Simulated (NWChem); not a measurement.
# PH3F+ (SMILES F[PH3+]) at 4 levels

We compute a comparison of 4 runs (mPW1PW91/MINI, U-revTPSS/3-21G, MN12-L/6-31G*, revPBE0/x2c-TZVPall-2c) of PH3F+. 

The results are computed with NWChem 7.3.0.

2 further runs of the same task are left out: 2 set aside as unsound or not needed.

### 1 The structure to begin with

PH3F+: 5 atoms, total charge +1, spin state singlet. SMILES: `F[PH3+]`. The coordinates come from a GFN2-xTB relaxation.

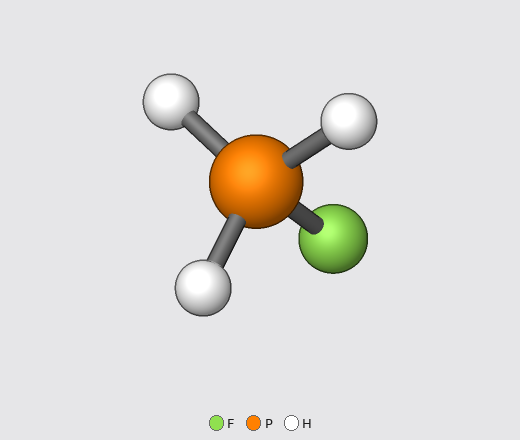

Viewed from a chosen angle; fluorine green, phosphorus orange, hydrogen white.

### 2 Energy and one-electron properties at mPW1PW91/MINI (run 1)

fh3p.nw reads:

```
start fh3p
title "FH3P mPW1PW91"
memory 2200 mb
charge 1

geometry units angstroms noautosym nocenter noautoz
  F     -1.365490     0.250400     0.341100
  P      0.122590    -0.022380    -0.030680
  H      0.038180    -0.428620    -1.349370
  H      0.486130    -1.008290     0.868130
  H      0.718590     1.208890     0.170830
end

basis spherical bse
  * library MINI
end

dft
  xc mpw91 0.75 perdew91 1.0 hfexch 0.25
  mult 1
  grid fine
  convergence energy 1e-08
  direct
  mulliken
  print medium
end

property
  efield
  octupole
  quadrupole
  mulliken
  moldenfile
  molden_norm janpa
end

task dft property
```

Run with:

```sh
$ nwchem fh3p.nw > fh3p.out
```

Output:

```text
[...]
          Wavefunction type:  closed shell.
          No. of atoms     :     5
          No. of electrons :    26
[...]
          Charge           :     1
          Spin multiplicity:     1
[...]
          AO basis - number of functions:    17
[...]
              XC Information
              --------------
                     Hartree-Fock (Exact) Exchange  0.250
                        mPW91  Exchange Functional  0.750
                Perdew 1991 Correlation Functional  1.000 non-local
            Perdew 1991 LDA Correlation Functional  1.000 local
[...]
 d= 0,ls=0.0,diis     1   -439.9024558275 -5.10D+02  1.56D-01  5.06D-01     0.6
[...]
 d= 0,ls=0.0,diis     7   -440.0126234175 -1.42D-09  4.49D-07  1.75D-11     2.4
         Total DFT energy =     -440.012623417509
      One electron energy =     -737.338544693368
           Coulomb energy =      261.556031173608
    Exchange-Corr. energy =      -34.201031031662
 Nuclear repulsion energy =       69.970921133913
[...]
      Total Density - Mulliken Population Analysis
     ---------------------------------------------
    Atom       Charge   Shell Charges
 -----------   ------   -------------------------------------------------------
    1 F    9     9.29   2.00  1.99  5.30
    2 P   15    14.37   2.00  2.00  1.50  5.95  2.92
    3 H    1     0.78   0.78
    4 H    1     0.78   0.78
    5 H    1     0.78   0.78
[...]
```

Run time: 3 s. Hardware: 1 thread of Intel Xeon Platinum 8259CL at 2.50GHz (Skylake/Cascade Lake), shared host; peak memory 0.11 GiB.

Atomic charges (e):

| atom | Mulliken | Löwdin |
| --- | --- | --- |
| F1 | -0.285 | -0.230 |
| P2 | +0.626 | +0.880 |
| H3 | +0.220 | +0.110 |
| H4 | +0.220 | +0.120 |
| H5 | +0.220 | +0.120 |

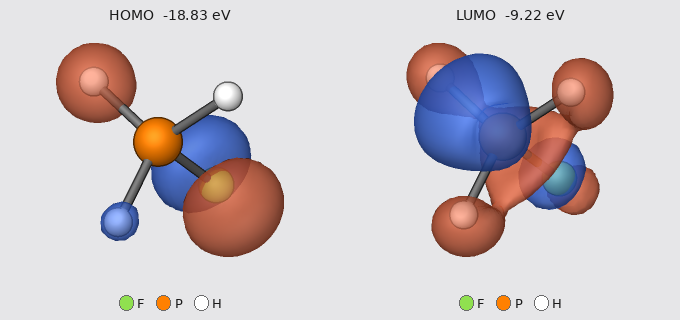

Frontier orbitals of this run, surfaces at ±0.2 Å^-3/2.

### 3 A single-point energy at U-revTPSS/3-21G (SMD benzene) (run 2)

mymol.nw reads:

```
START mymol
memory stack 880 mb heap 220 mb global 1100 mb
charge 1

GEOMETRY units angstroms noautosym nocenter
 zmatrix
   F
   P 1 1.557887
   H 2 1.382425 1 102.75437
   H 2 1.382765 3 115.25021 1 110.9232
   H 2 1.382696 3 115.2783 1 -110.94743
 end
END

BASIS spherical bse
 * library 3-21G
END

COSMO
 do_cosmo_smd true
 solvent benzene
END

DFT
 xc mgga_x_revtpss mgga_c_revtpss
 odft
 grid fine
 convergence energy 1e-05
 direct
 mulliken
END

TASK dft energy
```

Run with:

```sh
$ nwchem mymol.nw > mymol.out
```

Output:

```text
[...]
          Wavefunction type:  spin polarized.
          No. of atoms     :     5
          No. of electrons :    26
[...]
          Charge           :     1
          Spin multiplicity:     1
[...]
          AO basis - number of functions:    28
[...]
              XC Information
              --------------
          Using LibXC version      7.1.2
                                    mgga_x_revtpss  1.000
                                    mgga_c_revtpss  1.000
[...]
 d= 0,ls=0.0,diis     1   -440.0422602698 -5.10D+02  7.53D-02  5.22D-01     1.2
[...]
 d= 0,ls=0.0,diis     5   -440.2844583680  1.51D-07  2.23D-06  4.34D-09    12.1
[...]
         Total DFT energy =     -440.284458368020
      One electron energy =     -737.562667671092
           Coulomb energy =      265.050035100382
    Exchange-Corr. energy =      -34.364400152866
 Nuclear repulsion energy =       69.970916737643
             COSMO energy =       -3.378342382086
[...]
      Total Density - Mulliken Population Analysis
     ---------------------------------------------
    Atom       Charge   Shell Charges
 -----------   ------   -------------------------------------------------------
    1 F    9     9.31   1.98  0.45  2.47  1.55  2.85
    2 P   15    14.01   2.00  1.96  5.86  0.93  2.08  0.57  0.62
    3 H    1     0.89   0.45  0.44
    4 H    1     0.89   0.45  0.44
    5 H    1     0.89   0.45  0.44
[...]
      <S2> =     -0.0000 (Exact =     0.0000)
[...]
```

Wall time 13 s (1 thread of Intel Xeon Platinum 8259CL at 2.50GHz (Skylake/Cascade Lake), shared host); peak memory 0.11 GiB.

Run 3 isn't shown in full; the table further down has it.

### 4 NMR shieldings at revPBE0/x2c-TZVPall-2c (DKH2) (run 4)

a.nw reads:

```
start a
title "FH3P revPBE0"
memory stack 880 mb heap 220 mb global 1100 mb
charge 1
geometry noautosym nocenter
  zmatrix
    F
    P 1 r2
    H 2 r3 1 a3
    H 2 r4 3 a4 1 d4
    H 2 r5 3 a5 1 d5
  variables
    r2 1.557887
    r3 1.382425
    a3 102.75437
    r4 1.382765
    a4 115.25021
    d4 110.9232
    r5 1.382696
    a5 115.2783
    d5 -110.94743
  end
end
basis spherical bse
  * library x2c-TZVPall-2c
end
relativistic
  douglas-kroll dkh
end
dft
  xc revpbe 0.75 cpbe96 1.0 hfexch 0.25
  grid coarse
  direct
  print medium
end
property
  shielding
end
task dft property
```

Run with:

```sh
$ nwchem a.nw > a.out
```

Output:

```text
[...]
          Wavefunction type:  closed shell.
          No. of atoms     :     5
          No. of electrons :    26
[...]
          Charge           :     1
          Spin multiplicity:     1
[...]
          AO basis - number of functions:    89
[...]
              XC Information
              --------------
                     Hartree-Fock (Exact) Exchange  0.250
                        RevPBE Exchange Functional  0.750
            Perdew 1991 LDA Correlation Functional  1.000 local
           PerdewBurkeErnz. Correlation Functional  1.000 non-local
[...]
 WARNING : Found     3 linear dependencies
 S eigenvalue threshold:     1.00000E-05
[...]
 d= 0,ls=0.0,diis     1   -443.2511855493 -5.13D+02  1.40D-02  4.05D+00     8.6
[...]
 d= 0,ls=0.0,diis     8   -443.5574814626 -1.47D-10  5.93D-07  5.65D-07    30.7
         Total DFT energy =     -443.557481462562
      One electron energy =     -745.340943057267
           Coulomb energy =      266.425881803794
    Exchange-Corr. energy =      -34.613336946732
 Nuclear repulsion energy =       69.970916737643
[...]
           isotropic =     417.2238
[...]
           isotropic =     234.0231
[...]
           isotropic =      23.6147
[...]
           isotropic =      23.6094
[...]
           isotropic =      23.6099
[...]
```

Wall time 89 s (1 thread of Intel Xeon Platinum 8259CL at 2.50GHz (Skylake/Cascade Lake), shared host); peak memory 0.12 GiB.

### 5 Overview of the runs

| run | level | task | SCF convergence threshold | energy (Eh) | HOMO energy (eV) | LUMO energy (eV) | HOMO–LUMO gap (eV) | wall time |
| --- | --- | --- | --- | --- | --- | --- | --- | --- |
| 1 | mPW1PW91/MINI | properties | 1e-08 | -440.012623 | -18.83 | -9.22 | 9.61 | 3 s |
| 2 | U-revTPSS/3-21G (SMD benzene) | energy | 1e-05 | -440.284458 | -12.60 | -4.78 | 7.83 | 13 s |
| 3 | MN12-L/6-31G* (spherical functions, SMD water) | properties | – | -442.656454 | -11.22 | -2.19 | 9.03 | 11 s |
| 4 | revPBE0/x2c-TZVPall-2c (DKH2) | nmr | – | -443.557481 | -18.52 | -8.18 | 10.35 | 89 s |

### 6 What came out

| quantity | value |
| --- | --- |
| run 4: total energy | -443.55748 Eh |
| run 4: HOMO energy | -18.52 eV |
| run 4: LUMO energy | -8.18 eV |
| run 4: HOMO–LUMO gap | 10.35 eV |
| run 4: isotropic shielding of F1 | 417.2 ppm |
| run 4: isotropic shielding of P2 | 234.0 ppm |
| run 4: isotropic shielding of H3 | 23.6 ppm |

**Reading.** The HOMO–LUMO gap runs from 7.83 eV (U-revTPSS/3-21G) to 10.35 eV (revPBE0/x2c-TZVPall-2c). The two ends differ in method and basis and solvent and Hamiltonian. Totals of different functionals can't be ranked against each other. Some runs of one species differ in core potentials or relativity; totals across that change don't compare. In run 1 the basis is minimal, so the values are rough. All runs together took 1.9 min, the longest 89 s.
